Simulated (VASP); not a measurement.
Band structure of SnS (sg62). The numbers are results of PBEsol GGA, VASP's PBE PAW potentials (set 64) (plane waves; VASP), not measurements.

Unless said otherwise, spin-orbit coupling is left out, though it shifts the bands of the heavy elements here.

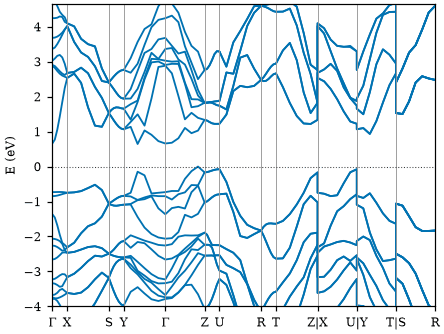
Bands along high-symmetry lines, zero at the valence-band maximum or, without a gap, the Fermi level

### Question
Read the plot: is there a gap, and where are the band edges?

### Answer
The gap is indirect, 0.65 eV, from the valence maximum at Γ-Z at 0.83 to the conduction minimum at Y-Γ at 0.33. (Edges off the drawn lines would not show.)

The compound is SnS in the sg62 structure. It was relaxed first.
